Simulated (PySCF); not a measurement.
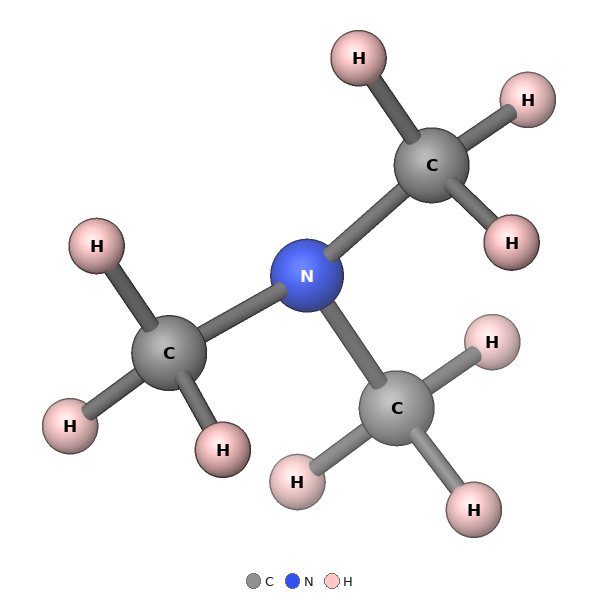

Depth is shown by fading: the farther an atom, the more it takes the colour of the background. The geometry was computed by an optimisation with PBE0-D3(BJ)/def2-SVP. No frequency run is at hand to confirm it as a minimum.

**List the symmetry elements and name the point group.**

It has 1 C3 axis and 3 mirror planes, so the point group is C3v. The group has 6 operations. The geometry is achiral, and symmetry allows a dipole moment.
